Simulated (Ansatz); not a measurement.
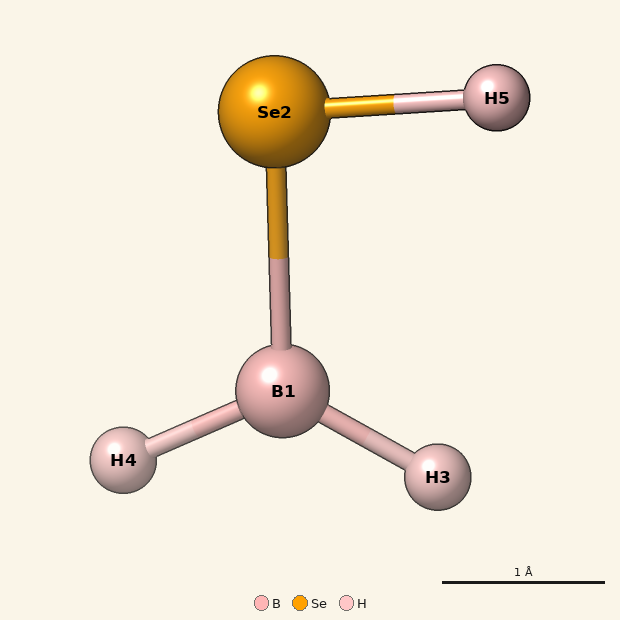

Simulated data, not a measurement (program: Ansatz).

Orthographic view. Depth is shown by fading: the farther an atom, the more it takes the colour of the background. Geometry: atoms displaced at random (about 0.03 Å) from a stationary point of GFN2-xTB.

Write a MOL file (V2000) with the atoms in numerical order, bonds sorted by atom number with the orders drawn, and coordinates in the frame of the picture: x right, y up, z towards the viewer, origin at the mean position.

```
BH3Se
                    3D

  5  4  0  0  0  0  0  0  0  0999 V2000
   -0.2500   -0.5200   -0.2300 B   0  0  0  0  0  0  0  0  0  0  0  0
   -0.3000    1.2100    0.3800 Se  0  0  0  0  0  2  0  0  0  0  0  0
    0.7100   -1.0500   -0.2900 H   0  0  0  0  0  0  0  0  0  0  0  0
   -1.2400   -0.9500   -0.6800 H   0  0  0  0  0  0  0  0  0  0  0  0
    1.0800    1.3000    0.8100 H   0  0  0  0  0  0  0  0  0  0  0  0
  1  2  1  0
  1  3  1  0
  1  4  1  0
  2  5  1  0
M  END
```
